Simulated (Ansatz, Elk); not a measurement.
**Tl2RuS4: X-ray structure factors from the self-consistent density**

The structure of Tl2RuS4 used here is made up (a known structure type with other elements) and was relaxed beforehand with r2SCAN. The aim is the Fourier transform of its all-electron density, F(hkl), set beside the sum over free spherical atoms that refinements use.

Program: Elk 11.2.3 (patched build). Level of theory: DFT, PBE, all-electron APW+lo, Dirac cores, scalar-relativistic bands, static density, no spin. Results are calculated unless marked as measured.

The structure was built from a prototype and need not be the compound's stable phase.

## Step 1: The starting structure

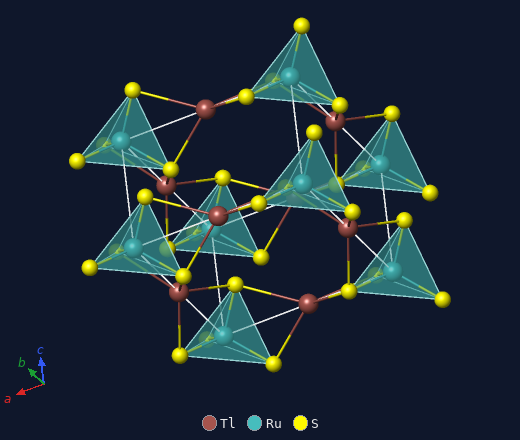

The starting structure, seen from a free direction (thallium brown, ruthenium teal, sulfur yellow). Some periodic images of atoms are drawn too.

## Step 2: Ground state and structure factors

An all-electron density is needed, since X-rays see the cores too. Task 0 finds the density and task 195 Fourier-transforms it; tshift is off so that phases refer to the origin typed.

The input, elk.in:

```
tasks
  0
  195

xctype
  20

spinpol
  .false.

rgkmax
  7.0

gmaxvr
  14.0

lmaxo
  7

lmaxapw
  8

swidth
  0.002

tshift
  .false.

ramdisk
  .false.

hmaxvr
  5.5

maxscl
  120

epspot
  1e-06

sppath
  './'

avec
  13.83151373722 -0.00000000000 0.00000000000
  -0.00000000000 13.83151373722 -0.00000000000
  0.00000000000 -0.00000000000 9.28970515603

atoms
  3
  'Tl.in'
  2
  0.5000000000 0.0000000000 0.0000000000   0.000000 0.000000 0.000000
  -0.0000000000 0.5000000000 0.0000000000   0.000000 0.000000 0.000000
  'Ru.in'
  1
  -0.0000000000 0.0000000000 0.0000000000   0.000000 0.000000 0.000000
  'S.in'
  4
  0.8194529434 0.1805470566 0.2234710990   0.000000 0.000000 0.000000
  0.1805470566 0.1805470566 0.7765289010   0.000000 0.000000 0.000000
  0.8194529434 0.8194529434 0.7765289010   0.000000 0.000000 0.000000
  0.1805470566 0.8194529434 0.2234710990   0.000000 0.000000 0.000000

ngridk
  3 3 5
```

Started as:

```console
> OMP_NUM_THREADS=4 elk
```

The program printed:

```text
┌─────────────────────────┐
│ Elk code version 11.2.3 │
└─────────────────────────┘

All units are atomic (Hartree, Bohr, etc.)

┌─────────────────────────────────────────────────┐
│ Ground-state run starting from atomic densities │
└─────────────────────────────────────────────────┘

Lattice vectors :
   13.83151374      -0.000000000       0.000000000
  -0.000000000       13.83151374      -0.000000000
   0.000000000      -0.000000000       9.289705156

Reciprocal lattice vectors :
  0.4542659196       0.000000000       0.000000000
   0.000000000      0.4542659196       0.000000000
   0.000000000       0.000000000      0.6763600353

Unit cell volume      :    1777.220667
Brillouin zone volume :   0.1395719834

Muffin-tin inner radius fraction :   0.1000000000E-01

Nuclei treated as point charges

Species : 1 (Tl)
 parameters loaded from : Tl.in
 name : thallium
 nuclear charge    :   -81.00000000
 electronic charge :    81.00000000
 atomic mass :    372567.9643
 muffin-tin radius :    2.800000000
 number of radial points in muffin-tin :   1393
 inner part over the whole radius :   0.9893942913E-02
 number on inner part of muffin-tin    :   1000
 approximate nuclear radius :   0.1043008296E-03
 number of mesh points to nuclear radius :    525
 atomic positions (lattice), magnetic fields (Cartesian) :
  1 :   0.50000000  0.00000000  0.00000000    0.00000000  0.00000000  0.00000000
  2 :   0.00000000  0.50000000  0.00000000    0.00000000  0.00000000  0.00000000

Species : 2 (Ru)
 parameters loaded from : Ru.in
 name : ruthenium
 nuclear charge    :   -44.00000000
 electronic charge :    44.00000000
 atomic mass :    184239.3393
 muffin-tin radius :    2.191906360
 number of radial points in muffin-tin :   1193
 inner part over the whole radius :   0.9926700151E-02
 number on inner part of muffin-tin    :    845
 approximate nuclear radius :   0.8462081736E-04
 number of mesh points to nuclear radius :    426
 atomic positions (lattice), magnetic fields (Cartesian) :
  1 :   0.00000000  0.00000000  0.00000000    0.00000000  0.00000000  0.00000000

Species : 3 (S)
 parameters loaded from : S.in
 name : sulphur
 nuclear charge    :   -16.00000000
 electronic charge :    16.00000000
 atomic mass :    58450.91931
 muffin-tin radius :    1.854689997
 number of radial points in muffin-tin :    793
 inner part over the whole radius :   0.9833621405E-02
 number on inner part of muffin-tin    :    551
 approximate nuclear radius :   0.6195814986E-04
 number of mesh points to nuclear radius :    253
 atomic positions (lattice), magnetic fields (Cartesian) :
  1 :   0.81945294  0.18054706  0.22347110    0.00000000  0.00000000  0.00000000
  2 :   0.18054706  0.18054706  0.77652890    0.00000000  0.00000000  0.00000000
  3 :   0.81945294  0.81945294  0.77652890    0.00000000  0.00000000  0.00000000
  4 :   0.18054706  0.81945294  0.22347110    0.00000000  0.00000000  0.00000000

Total number of atoms per unit cell :    7
Total muffin-tin volume :    334.9127064
 ratio of muffin-tin to unit cell volume :   0.1884474520

Spin treatment :
 spin-unpolarised

Number of Bravais lattice symmetries :   16
Number of crystal symmetries         :    8
Crystal has no inversion symmetry
Complex Hermitian eigensolver will be used

k-point grid :      3     3     5
k-point offset :    0.000000000       0.000000000       0.000000000
k-point set is reduced with full crystal symmetry group
Total number of k-points :       11

Muffin-tin radius times maximum |G+k| :    7.000000000
 using average radius
Maximum |G+k| for APW functions       :    3.221423630
Maximum (1/2)|G+k|²                   :    5.188785101
Maximum |G| for potential and density :    14.00000000
Constant for pseudocharge density :   10
 order of it for each species :   17  17  17
 order of it for pair densities of each species (exact exchange by exxq0 0: 18) :   16  10   5
Radial integration step length :    1

G-vector grid sizes :     63    63    42
Number of G-vectors :    82333

[...]
correlation                 :     -14.739296771040
 electron entropic           :    -0.28602838588919E-02
 total energy                :     -46707.659793417

Density of states at Fermi energy :    236.5650438
 (states/Hartree/unit cell)

Estimated indirect band gap :   0.1171894480E-02
 from k-point 11 to k-point 1
Estimated direct band gap   :   0.1817208672E-01
 at k-point 2

Charges :
 core                        :    192.0000000
 valence                     :    78.00000000
 interstitial                :    16.05754496
 muffin-tins (core leakage)
  species : 1 (Tl)
[...]
species : 2 (Ru)
[...]
species : 3 (S)
[...]
total in muffin-tins        :    253.9424550
 total calculated charge     :    269.9975298
 total charge                :    270.0000000
 error                       :   0.2470194897E-02

RMS change in Kohn-Sham potential (target) :   0.3567346251     (  0.1000000000E-05)
Absolute change in total energy (target)   :   0.3820741603     (  0.1000000000E-03)

[... loops 3 to 15 left out ...]

┌──────────────────┐
│ Loop number : 16 │
└──────────────────┘

Energies :
 Fermi                       :     0.62375614396988E-01
 sum of occupied eigenvalues :     -28692.654970273
 electron kinetic            :      53348.829504393
 core electron kinetic       :      52704.293498206
 Coulomb                     :     -99054.419664900
 Coulomb potential           :     -80734.698839103
 nuclear-nuclear             :     -2665.3069225762
 electron-nuclear            :     -112075.57338481
 Hartree                     :      15686.460642485
 Madelung                    :     -58687.070245349
 xc potential                :     -1306.7856355627
 exchange                    :     -985.45669517320
 correlation                 :     -14.748758472096
 electron entropic           :    -0.25795067220682E-02
 total energy                :     -46705.798193659

Density of states at Fermi energy :    212.8989301
 (states/Hartree/unit cell)

Estimated indirect band gap :   0.1517747141E-02
 from k-point 10 to k-point 11
Estimated direct band gap   :   0.1517759236E-02
 at k-point 11

Charges :
 core                        :    192.0000000
 valence                     :    78.00000000
 interstitial                :    15.83959302
 muffin-tins (core leakage)
  species : 1 (Tl)
[...]
species : 2 (Ru)
[...]
species : 3 (S)
[...]
total in muffin-tins        :    254.1604070
 total calculated charge     :    269.9974464
 total charge                :    270.0000000
 error                       :   0.2553624764E-02

RMS change in Kohn-Sham potential (target) :   0.4729144805E-06 (  0.1000000000E-05)
Absolute change in total energy (target)   :   0.7263118459E-04 (  0.1000000000E-03)

Convergence targets achieved

┌──────────────────┐
│ Loop number : 17 │
└──────────────────┘

Energies :
 Fermi                       :     0.62375675270632E-01
 sum of occupied eigenvalues :     -28692.654958825
 electron kinetic            :      53348.829507747
 core electron kinetic       :      52704.293504954
 Coulomb                     :     -99054.419659783
 Coulomb potential           :     -80734.698854101
 nuclear-nuclear             :     -2665.3069225762
 electron-nuclear            :     -112075.57335902
 Hartree                     :      15686.460621818
 Madelung                    :     -58687.070232732
 xc potential                :     -1306.7856124712
 exchange                    :     -985.45669461437
 correlation                 :     -14.748758455312
 electron entropic           :    -0.25795073820593E-02
 total energy                :     -46705.798184613

Density of states at Fermi energy :    212.8989928
 (states/Hartree/unit cell)

Estimated indirect band gap :   0.1517742612E-02
 from k-point 10 to k-point 11
Estimated direct band gap   :   0.1517754710E-02
 at k-point 11

Charges :
 core                        :    192.0000000
 valence                     :    78.00000000
 interstitial                :    15.83959321
 muffin-tins (core leakage)
  species : 1 (Tl)
[...]
species : 2 (Ru)
[...]
species : 3 (S)
[...]
atom 2                    :    13.36308199     (  0.6927850351E-03)
   atom 3                    :    13.36308199     (  0.6927850351E-03)
   atom 4                    :    13.36308199     (  0.6927850351E-03)
 total in muffin-tins        :    254.1604068
 total calculated charge     :    269.9974464
 total charge                :    270.0000000
 error                       :   0.2553624758E-02

┌──────────────────────────────┐
│ Self-consistent loop stopped │
└──────────────────────────────┘

Warning : core states of species 3 leak from the muffin-tin :   0.6927850351E-03

Wrote STATE.OUT
```

Elapsed: 86 s, on 4 threads of INTEL XEON PLATINUM 8581C at 2.10GHz (Emerald Rapids), shared host; peak memory 0.42 GiB; 3.9 min of CPU time.

SFACRHO.OUT:

```text

h k l indices transformed by vhmat matrix:
   1.000000000       0.000000000       0.000000000    
   0.000000000       1.000000000       0.000000000    
   0.000000000       0.000000000       1.000000000    

      h      k      l  multipl.   |H|            Re(F)            Im(F)           |F|

      0      0      0      1   0.0000000       270.00000     -0.10645954E-15   270.00000    
     -1      0      0      4  0.45426592       68.095143     -0.27746878E-13   68.095143    
      1     -1      0      4  0.64242902      -102.63177      0.46244796E-14   102.63177    
      0      0      1      2  0.67636004       203.42011      -0.0000000       203.42011    
     -1      0     -1      8  0.81475176       43.265314     -0.34683597E-13   43.265314    
      2      0      0      4  0.90853184       152.58418     -0.38537330E-13   152.58418    
      1      1      1      4  0.93283329      -107.42571       42.256762       115.43794    
     -1     -1     -1      4  0.93283329      -107.42571      -42.256762       115.43794    
     -1      2      0      8   1.0157695       23.819627     -0.10058243E-12   23.819627    
     -2      0     -1      8   1.1326487       173.79767      0.78616154E-13   173.79767    
      2      1     -1      8   1.2203485       33.670499      -32.008247       46.456758    
     -1     -2      1      8   1.2203485       33.670499       32.008247       46.456758    
     -2     -2      0      4   1.2848580       192.65163      0.20638328E-12   192.65163    
      0      0      2      2   1.3527201       130.19518      0.18883292E-13   130.19518    
     -3      0      0      4   1.3627978      -8.0415459     -0.26937594E-12   8.0415459    
      0      1      2      8   1.4269580       16.901044      0.52410769E-13   16.901044    
      3      1      0      8   1.4365150      -118.48468      0.24509742E-12   118.48468    
     -2     -2      1      4   1.4520066       171.41988       24.742868       173.19638
```

Elk indexes on the primitive cell of elk.in and gives |H| = 4π sin θ/λ in inverse bohr. Below, one row stands for each form hkl of the conventional cell (m members, Friedel mates merged), F is for one primitive cell and the density is static (no thermal factor). Free-atom factors are Waasmaier and Kirfel's, and R is Σm||F|−|F'||/Σm|F|.

```tsv
hkl	m	sin θ/λ (Å⁻¹)	abs F, DFT	neutral atoms	diff.	abs of complex diff.
100	4	0.068	68.095	67.812	+0.283	0.283
110	4	0.097	102.632	102.874	-0.242	0.242
001	2	0.102	203.420	203.350	+0.070	0.070
101	8	0.122	43.265	43.309	-0.044	0.044
200	4	0.137	152.584	153.247	-0.663	0.663
111	8	0.140	115.438	115.172	+0.266	0.497
210	8	0.153	23.820	24.224	-0.404	0.404
201	8	0.170	173.798	174.205	-0.407	0.407
211	16	0.183	46.457	46.426	+0.030	0.427
220	4	0.193	192.652	192.907	-0.255	0.255
002	2	0.203	130.195	130.356	-0.161	0.161
300	4	0.205	8.041	7.612	+0.430	0.430
102	8	0.215	16.901	17.123	-0.222	0.222
310	8	0.216	118.485	118.340	+0.145	0.145
```

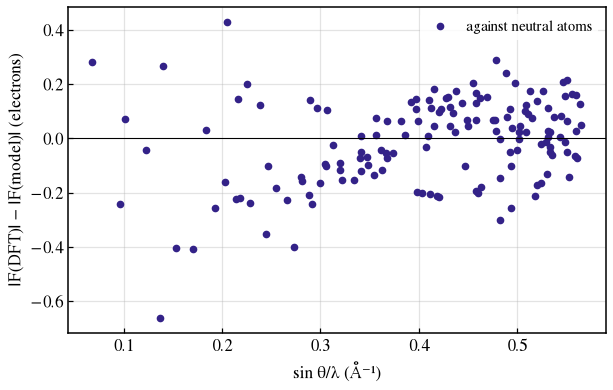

Difference between the calculated structure factors and the independent-atom ones.

## Step 3: The highest occupied states alone

An energy window below the Fermi level keeps the highest occupied states, to see at which angles they scatter; shallow core shells can lie inside it and anion s states outside. No new self-consistency is needed.

elk.in: that of step 2 with these lines changed.

```diff
@@ -1,3 +1,2 @@
 tasks
-  0
   195
@@ -40,2 +39,5 @@
 
+wsfac
+  -0.305120 0.362380
+
 sppath
```

Started as:

```console
> OMP_NUM_THREADS=4 elk
```

The program printed:

```text
┌─────────────────────────────────┐
│ Elk code version 11.2.3 started │
└─────────────────────────────────┘

Info(readinput): the functional depends on the density's gradient
 muffin-tin radial points multiplied by    2.00000
 (not where nrmtscf is given)

┌────────────────────┐
│ Current task : 195 │
└────────────────────┘
Info(checkmt): changed muffin-tin radius of species 2 (Ru) from   2.6000 to   2.1919
Info(checkmt): changed muffin-tin radius of species 3 (S) from   2.2000 to   1.8547

Info(sfacrho): density structure factors written to SFACRHO.OUT

 Energy window :  -0.3051200000      0.3623800000

┌──────────────────┐
│ Elk code stopped │
└──────────────────┘
```

Elapsed: 24 s, on 4 threads; peak memory 0.28 GiB.

States within 10 eV below the Fermi level hold 30.00 electrons; any levels below the window count with the cores. Their amplitudes can exceed the total, where window and core parts have opposite phase:

```tsv
hkl	sin θ/λ (Å⁻¹)	abs F, window	abs F, all
100	0.068	12.434	68.095
110	0.097	4.645	102.632
001	0.102	9.896	203.420
101	0.122	5.198	43.265
200	0.137	0.146	152.584
111	0.140	7.686	115.438
210	0.153	1.611	23.820
201	0.170	3.478	173.798
211	0.183	4.557	46.457
220	0.193	5.268	192.652
```

## Step 4: Another functional

The difference from free atoms is small, so it is set against the change that PBEsol makes.

elk.in: that of step 3 with these lines changed.

```diff
@@ -1,2 +1,3 @@
 tasks
+  0
   195
@@ -4,3 +5,3 @@
 xctype
-  20
+  22
 
@@ -39,5 +40,2 @@
 
-wsfac
-  -0.305120 0.362380
-
 sppath
```

Started as:

```console
> OMP_NUM_THREADS=4 elk
```

The program printed:

```text
┌─────────────────────────┐
│ Elk code version 11.2.3 │
└─────────────────────────┘

All units are atomic (Hartree, Bohr, etc.)

┌─────────────────────────────────────────────────┐
│ Ground-state run starting from atomic densities │
└─────────────────────────────────────────────────┘

Lattice vectors :
   13.83151374      -0.000000000       0.000000000
  -0.000000000       13.83151374      -0.000000000
   0.000000000      -0.000000000       9.289705156

Reciprocal lattice vectors :
  0.4542659196       0.000000000       0.000000000
[...]
species : 1 (Tl)
[...]
species : 2 (Ru)
[...]
species : 3 (S)
[...]
atom 3                    :    13.34749244     (  0.6975669442E-03)
   atom 4                    :    13.34749244     (  0.6975669442E-03)
 total in muffin-tins        :    254.1097198
 total calculated charge     :    269.9974283
 total charge                :    270.0000000
 error                       :   0.2571698281E-02

┌──────────────────────────────┐
│ Self-consistent loop stopped │
└──────────────────────────────┘

Warning : core states of species 3 leak from the muffin-tin :   0.6975669442E-03

Wrote STATE.OUT
[key lines of the parts left out:]
total energy                :     -46689.982959488
```

The job ended after 86 s (4 threads; peak memory 0.42 GiB).

Against the first run R = 0.01 %; the largest change is -0.048 at 220.

## Step 5: Basis size

The basis and the expansions that go with it are enlarged, to see whether the differences are converged.

elk.in: that of step 4 with these lines changed.

```diff
@@ -5,3 +5,3 @@
 xctype
-  22
+  20
 
@@ -11,12 +11,12 @@
 rgkmax
-  7.0
+  8.5
 
 gmaxvr
-  14.0
+  18.0
 
 lmaxo
-  7
+  9
 
 lmaxapw
-  8
+  10
```

Started as:

```console
> OMP_NUM_THREADS=4 elk
```

The program printed:

```text
┌─────────────────────────┐
│ Elk code version 11.2.3 │
└─────────────────────────┘

All units are atomic (Hartree, Bohr, etc.)

┌─────────────────────────────────────────────────┐
│ Ground-state run starting from atomic densities │
└─────────────────────────────────────────────────┘

Lattice vectors :
   13.83151374      -0.000000000       0.000000000
  -0.000000000       13.83151374      -0.000000000
   0.000000000      -0.000000000       9.289705156

Reciprocal lattice vectors :
  0.4542659196       0.000000000       0.000000000
[...]
species : 1 (Tl)
[...]
species : 2 (Ru)
[...]
species : 3 (S)
[...]
atom 3                    :    13.36963105     (  0.6935891048E-03)
   atom 4                    :    13.36963105     (  0.6935891048E-03)
 total in muffin-tins        :    254.2127460
 total calculated charge     :    269.9971537
 total charge                :    270.0000000
 error                       :   0.2846325143E-02

┌──────────────────────────────┐
│ Self-consistent loop stopped │
└──────────────────────────────┘

Warning : core states of species 3 leak from the muffin-tin :   0.6935891048E-03

Wrote STATE.OUT
[key lines of the parts left out:]
total energy                :     -46705.823485174
```

It took 5.9 min on 4 threads; peak memory 1.1 GiB; 18 min of CPU time.

Against the first run R = 0.01 %; the largest change is -0.018 at 005.

## Step 6: Settings against the effect

```tsv
run	R against the first run (%)	R against neutral atoms, low angle (%)	wall time
PBE, rgkmax 7	0.00	0.24	86 s
PBEsol	0.01	0.25	86 s
rgkmax 8.5 with larger expansions	0.01	0.24	5.9 min
```

## Step 7: Summary of results

```json
{
  "R against neutral atoms, sin θ/λ < 0.3 Å⁻¹": "0.24 %",
  "R against neutral atoms, 0.3 to 0.57 Å⁻¹": "0.16 %"
}
```

In words: Independent neutral atoms miss the calculated amplitudes by R = 0.24 % below 0.3 Å⁻¹ and 0.16 % from there to 0.57 Å⁻¹; by shells, 0.25 % below 0.15 Å⁻¹ (6 forms), 0.24 % 0.15 to 0.3 (24 forms), 0.14 % 0.3 to 0.45 (52 forms), 0.17 % above 0.45 (67 forms). Bonding, aspherical density and the tables' own atoms all enter these figures, and the runs don't part them. The largest change of an amplitude is -0.66 electrons, at 200. R counts amplitudes alone; phases shift too. The window's part falls from 30.0 electrons at the origin to at most 0.34 between 0.45 and 0.57 Å⁻¹. Below 0.3 Å⁻¹ the changes that finished (PBEsol and rgkmax 8.5 with larger expansions) move F by R = 0.02 % at most, against the 0.24 % that separates it from free atoms. The k-mesh has no finished test. These runs have no spin, though d or f shells may be open. Spin-orbit coupling is left out, which can matter for elements this heavy. Part of the difference isn't bonding: the tables are fits to free atoms and ions calculated by other methods than this functional. Thermal motion, anomalous dispersion and extinction are left out.

[Logs are printed without paths, hosts, clocks, repeated set-up lines and the standing remarks that a program may print on its own settings, such as how far it seeks lower states.]

[Hosts, paths, dates, database ids (printed as entryN), source tags and the programs' standing remarks are cut or masked in the printed files.]
